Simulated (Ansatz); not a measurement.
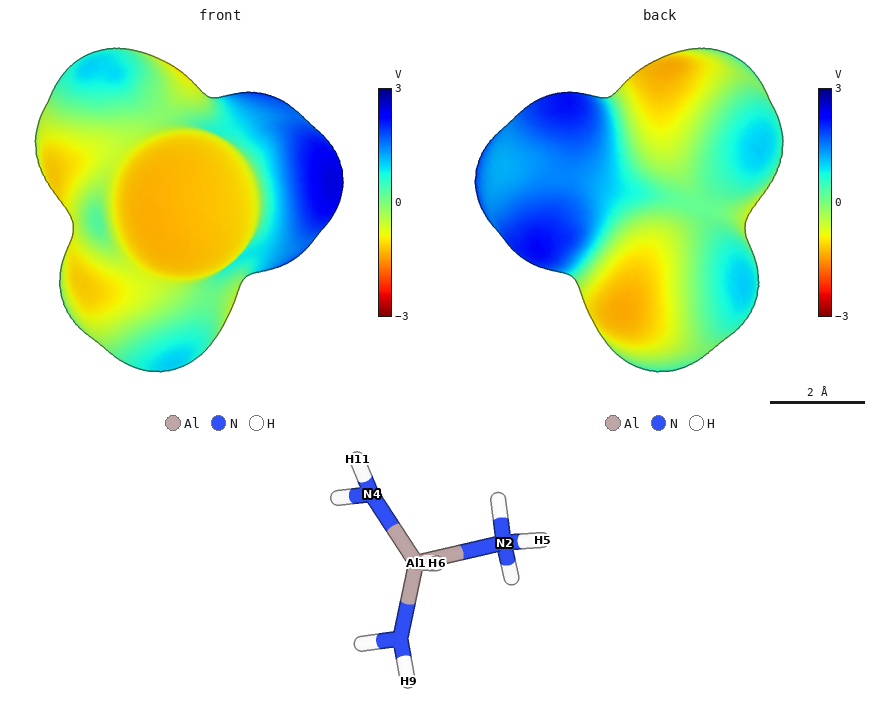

Figure. AlH$_{8}$N$_{3}$. The electrostatic potential painted on the density surface at 0.002 e/bohr³, seen from the front and from behind; the colour scale runs from red (negative) to blue (positive). The bare structure is drawn below in the same view.

The product side of a reaction path; geometry: PBE0-D4/def2-TZVP.

Computed with RKS PBE0-D4/def2-TZVPP in Ansatz.

```
atom    x (Å)    y (Å)    z (Å)
  Al   0.3875  -0.2847  -0.4366
   N   0.3357   1.3776   0.7851
   N  -1.1178   0.0509  -1.3969
   N   0.2427  -1.5682   0.8380
   H   1.1126   2.0227   0.7016
   H   1.8213  -0.0811  -1.1262
   H   0.2936   1.0279   1.7373
   H  -0.5285   1.8654   0.5704
   H  -1.0608   0.4380  -2.3269
   H  -1.9018  -0.5838  -1.3735
   H   1.0229  -2.1720   1.0477
   H  -0.6071  -2.0927   0.9802
```

Where is the surface potential most negative and most positive?

The most negative region (about −1.3 V, or −30 kcal/mol for a unit charge) lies over N3, N4 and H6, the most positive (about +2.4 V, or +55 kcal/mol for a unit charge) over H5.
